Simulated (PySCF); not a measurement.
C$_{5}$H$_{6}$AlF

```xyz
13

C    -0.6390   -1.7671    1.2103
C    -0.7350   -0.6355    0.4969
C     0.3750    0.0246   -0.0662
C     1.2855    0.6331   -0.5718
C     2.3976    1.3403   -1.1640
Al   -2.6255   -0.0438    0.3607
F    -3.2057    1.2898   -0.4158
H    -1.5368   -2.2190    1.6155
H     0.2941   -2.2718    1.4158
H     2.0439    2.2271   -1.6898
H     3.1005    1.6462   -0.3885
H     2.9167    0.6924   -1.8709
H    -3.6757   -0.9158    1.0501
```

Geometry: GFN2-xTB.

Method: PySCF, PBE0/pcSseg-1, SCF density, gas phase, non-relativistic.

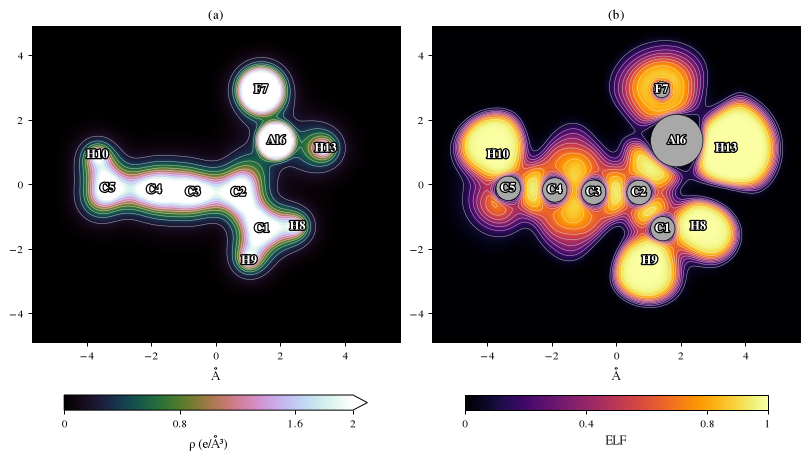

Figure 1. (a) electron density; (b) ELF on the plane of atoms C2, C1 and H9. Grey discs cover the atomic cores in the ELF map.

> What do the fields say about this system?

Atoms in the plane: C, Al, F and H.
C–C (1.21 Å): ρ at the midpoint is about 2.7 e/Å³; the ELF peaks at about 0.85 between the atoms (a short, multiple covalent bond).
Al–F (1.65 Å): ρ is about 0.85 e/Å³ halfway; the ELF peaks at about 0.85 in the valence shell of F, 0.5 Å from its nucleus, and is about 0.30 at the midpoint.
C–Al (1.99 Å): the density is about 0.68 e/Å³ at the midpoint; the ELF peaks at about 0.95 between the atoms: a polar covalent bond.
C–H (1.08 Å): the density is about 2 e/Å³ at the midpoint; the ELF climbs to about 1 towards the hydrogen, as it does in any bond to H: a covalent bond by its length.
C–C (1.34 Å): ρ is about 2.2 e/Å³ halfway; the ELF peaks at about 0.95 between the atoms (a multiple bond).
The ELF also peaks beside F7, away from the bonds: lone-pair regions.

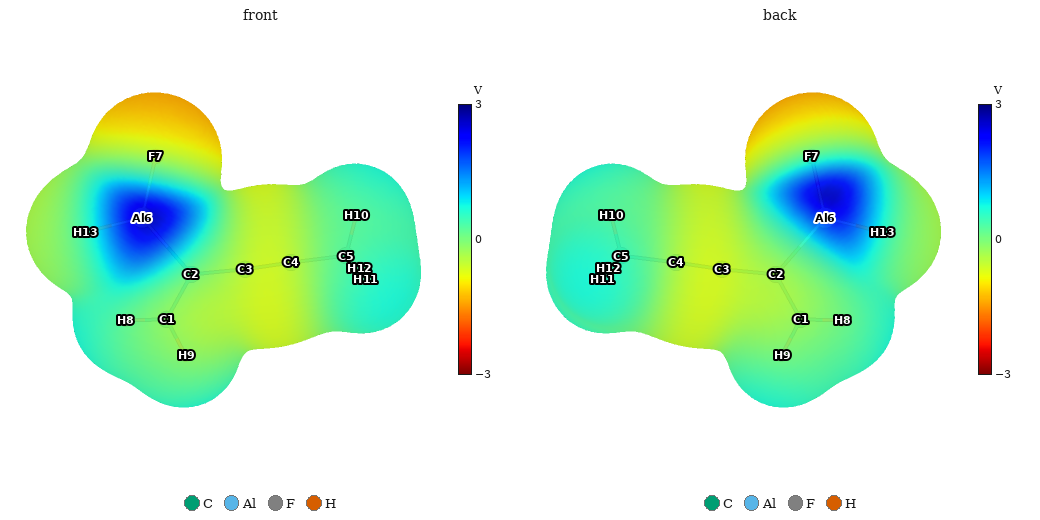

Figure 2. The molecular electrostatic potential painted on the density surface at 0.001 e/bohr³, seen from the front and from behind; the colour scale runs from red (negative) to blue (positive).

> Where is the surface potential most negative and most positive?

The most negative region (about −1.3 V) lies over F7, the most positive (about +2.5 V) over Al6.
